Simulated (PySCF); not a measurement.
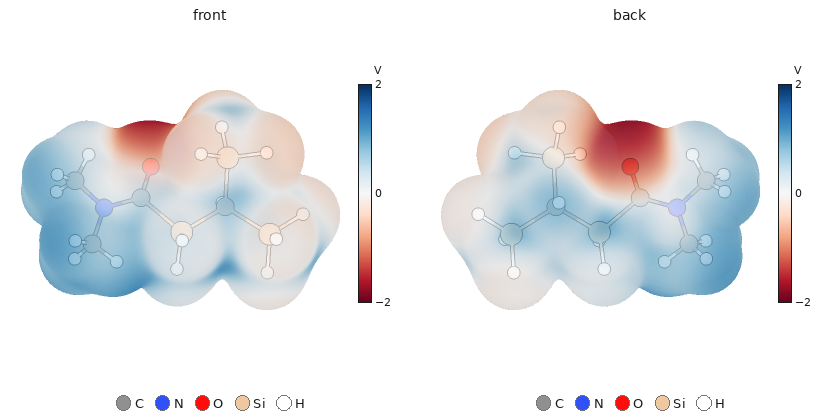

The picture shows: C4H15NOSi3 (SMILES CN(C)C(=O)[SiH2]C([SiH3])[SiH3]). The molecular electrostatic potential painted on the density surface at 0.002 e/bohr³, seen from the front and from behind; the colour scale runs from red (negative) to blue (positive).

Geometry: PBE0-D3(BJ)/def2-SVP.

The calculation used PBE0/pcSseg-1, SCF density, gas phase, non-relativistic (PySCF 2.14.0).

```xyz
24

C    -2.8561   -0.9666    0.2066
N    -2.2557    0.3385    0.2184
C    -3.1176    1.4557    0.5196
C    -0.9337    0.5520   -0.0124
O    -0.4299    1.6699    0.0234
Si    0.2883   -0.8943   -0.4196
C     1.8976   -0.0394   -0.8187
Si    2.4098    1.1560    0.5685
Si    3.2857   -1.2321   -1.2558
H    -3.6468   -1.0366   -0.5604
H    -2.1060   -1.7385   -0.0134
H    -3.3083   -1.2041    1.1849
H    -3.5785    1.3375    1.5149
H    -2.5091    2.3681    0.5065
H    -3.9243    1.5417   -0.2279
H     0.4230   -1.8029    0.7631
H    -0.2133   -1.7153   -1.5681
H     1.6924    0.5760   -1.7139
H     3.8562    0.8933    0.8818
H     1.6539    0.8818    1.8274
H     2.2938    2.5830    0.1642
H     2.8668   -2.1617   -2.3532
H     3.6510   -2.0569   -0.0633
H     4.4967   -0.4836   -1.7111
```

Describe the electrostatic potential map.

Answer. The most negative region (about −1.7 V, or −39 kcal/mol for a unit charge) lies over O5, the most positive (about +1.2 V, or +28 kcal/mol for a unit charge) over Si6, Si9 and H11. O5 is the likeliest acceptor of a hydrogen bond.

What dipole moment does the calculation give?

Answer. Its dipole moment is 4.12 D.
